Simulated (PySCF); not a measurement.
**InH3 (SMILES [InH3]) at SVWN5/LANL2DZ (core potential)**

What is the energy change on altering one bond length of InH3 at SVWN5/LANL2DZ (core potential)? The job is set up through a Python script.

The results are computed with PySCF 2.14.0.

7 further runs of the same task are left out: 7 set aside as unsound or not needed.

## Step 1: The molecule

InH3: 4 atoms, total charge 0, spin state singlet. As SMILES, `[InH3]`. Geometry: relaxed at PBE0-D4/def2-TZVP.

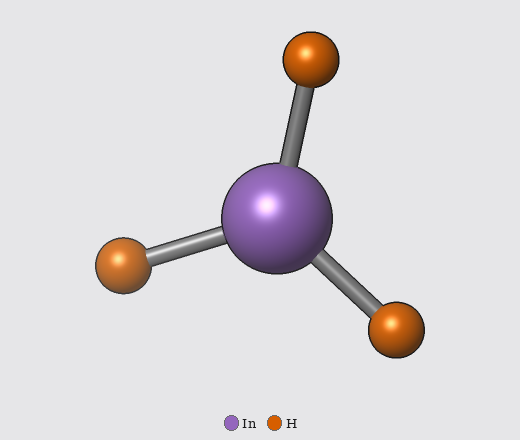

Viewed from a chosen angle; indium purple, hydrogen orange.

## Step 2: The energy at SVWN5/LANL2DZ (core potential)

The input, job.py:

```python
from pyscf import gto, dft

mol = gto.Mole()
mol.atom = [
    ('In', (0.013900, -0.015100, -0.005100)),
    ('H', (0.415500, 1.516000, 0.678200)),
    ('H', (-1.095600, -0.107300, -1.321400)),
    ('H', (0.721800, -1.454000, 0.628000)),
]
mol.verbose = 3
mol.spin = 0
mol.ecp = {'In': 'lanl2dz'}
mol.max_memory = 1860
mol.basis = 'lanl2dz'
mol.build()

mf = dft.RKS(mol)
mf.xc = 'svwn'
mf.conv_tol = 1e-10
mf.grids.level = 5
mf.kernel()
if not mf.converged:
    mf = mf.newton().run(mf.mo_coeff, mf.mo_occ)

e_tot = mf.e_tot
print('E = %.10f Eh' % e_tot)
```

Started as:

```sh
$ OMP_NUM_THREADS=1 python job.py
```

The log of the run:

```text
converged SCF energy = -3.56131442964527
E = -3.5613144296 Eh
```

Wall time 1.6 s (1 thread of Intel Xeon Platinum 8259CL at 2.50GHz (Skylake/Cascade Lake), shared host); peak memory 0.13 GiB.

## Step 3: The distorted shape

The input, run.py:

```python
from pyscf import gto, dft

mol = gto.M(
    atom='''
In    -1.043921     2.146763    -0.966744
H     -0.285007     5.040123     0.324506
H     -3.140572     1.972530    -3.454191
H      1.364004    -2.747662     1.186748
''',
    ecp={'In': 'lanl2dz'},
    basis='lanl2dz',
    unit='bohr',
    spin=0,
    max_memory=1860,
    verbose=3,
)

mf = dft.RKS(mol)
mf.xc = 'svwn'
mf.grids.level = 5
mf.conv_tol = 1e-10
mf.kernel()
if not mf.converged:
    mf = mf.newton().run(mf.mo_coeff, mf.mo_occ)

e_final = mf.e_tot
print('Final energy', e_final)
```

Started as:

```sh
$ OMP_NUM_THREADS=1 python run.py
```

The log of the run:

```text
converged SCF energy = -3.4689978740019
Final energy -3.4689978740019045
```

It took 1.9 s on 1 thread of Intel Xeon Platinum 8259CL at 2.50GHz (Skylake/Cascade Lake), shared host; peak memory 0.13 GiB.

## Step 4: What came out

Level: SVWN5/LANL2DZ (core potential).

```
                                                          quantity        value
                                         first shape: total energy  -3.56131 Eh
                                        first shape: dipole moment       0.00 D
                                          first shape: HOMO energy     -7.08 eV
                                          first shape: LUMO energy     -2.68 eV
                                        first shape: HOMO–LUMO gap      4.40 eV
                                     distorted shape: total energy  -3.46900 Eh
                                    distorted shape: dipole moment       1.75 D
                                      distorted shape: HOMO energy     -5.41 eV
                                      distorted shape: LUMO energy     -3.16 eV
                                    distorted shape: HOMO–LUMO gap      2.25 eV
energy change with the In1–H4 bond stretched from 1.724 to 3.103 Å     2.512 eV
```

One bond (distorted shape) is far stretched, which a spin-restricted single reference describes badly; a broken-symmetry solution may lie lower. With the In1–H4 bond stretched from 1.724 to 3.103 Å the energy rises by 2.51 eV (58 kcal/mol). The first shape isn't relaxed at this level, so the change isn't measured from a minimum. A restricted reference can't describe the breaking bond well at this length. Mulliken charges (first shape) run from -0.08 on H2 to +0.25 on In1.
